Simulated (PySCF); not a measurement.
## Electronic structure of CH8F2Si3 (SMILES FC(F)[SiH2][SiH2][SiH3]) in real space

Input

```
{"job": {"kind": "uv", "xc": "PBE0", "basis": "def2-SVPD", "nstates": 6, "ntriplets": 2}, "charge": 0, "multiplicity": 1}
F     -0.855557     1.830967    -0.665952
C     -1.758365     0.839012    -0.397031
F     -1.705308    -0.001762    -1.474437
Si    -1.235054    -0.111970     1.211214
Si     0.853950    -1.006041     0.739856
Si     2.021654    -0.008308    -1.007238
H     -2.752025     1.304255    -0.407314
H     -1.340607     0.938366     2.230271
H     -2.383589    -0.998945     1.430387
H      1.605971    -0.969182     2.008380
H      0.657022    -2.449494     0.509993
H      3.361470    -0.592941    -1.139212
H      2.194761     1.426366    -0.777738
H      1.334999    -0.200797    -2.283345
```

Launched as:

```sh
OMP_NUM_THREADS=1 python probes_run.py task.json out
```

Geometry: GFN2-xTB.

Theory: PySCF, PBE0/def2-SVPD, SCF density, gas phase.

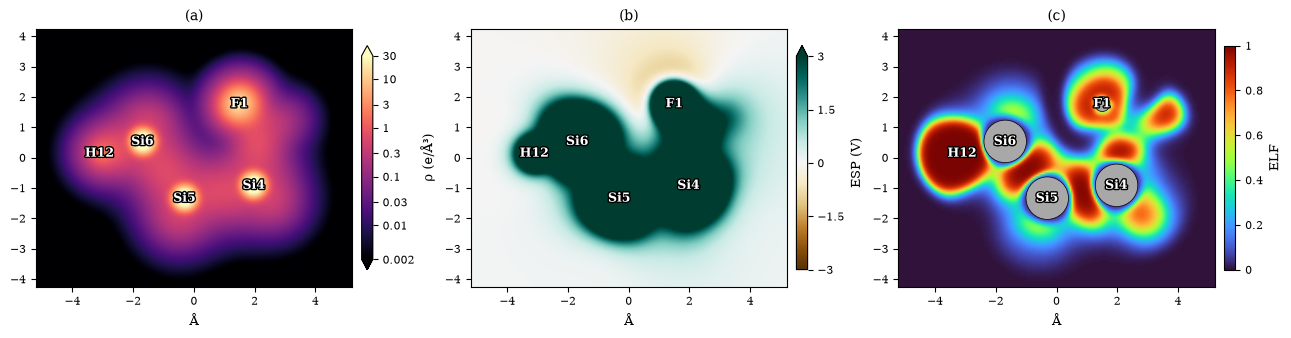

Figure 1. (a) electron density; (b) molecular electrostatic potential; (c) ELF on the plane of atoms Si4, Si5 and Si6. Grey discs cover the atomic cores in the ELF map.

**Describe what can be read from this map.**

- Atoms in the plane: F, Si and H.
- Si–Si (2.32 Å): ρ is about 0.65 e/Å³ halfway; the ELF peaks at about 1 between the atoms (a covalent bond).
- Si–H (1.47 Å): ρ at the midpoint is about 0.78 e/Å³; the ELF climbs to about 1 towards the hydrogen, as it does in any bond to H.
- The ELF also peaks beside F1, away from the bonds: lone-pair regions.
- Outside the dense part of the molecule the potential is most negative (−0.9 V) near F1.

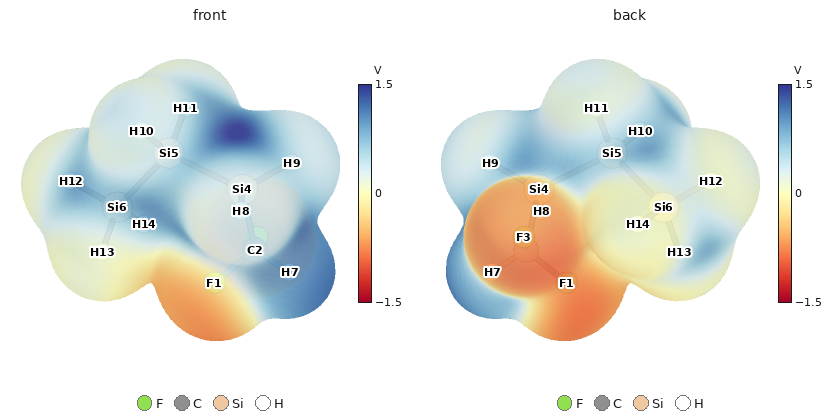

Figure 2. The molecular electrostatic potential painted on the density surface at 0.002 e/bohr³, seen from the front and from behind; red is negative and blue positive.

**Which sites attract a positive test charge, and which a negative one?**

A positive charge is drawn to the negative regions and a negative charge to the positive ones. The most negative region (about −0.9 V, or −21 kcal/mol for a unit charge) lies over F1 and F3, the most positive (about +1.4 V, or +32 kcal/mol for a unit charge) over Si4.

**How polar is the molecule by this calculation?**

Its dipole moment is 1.51 D.
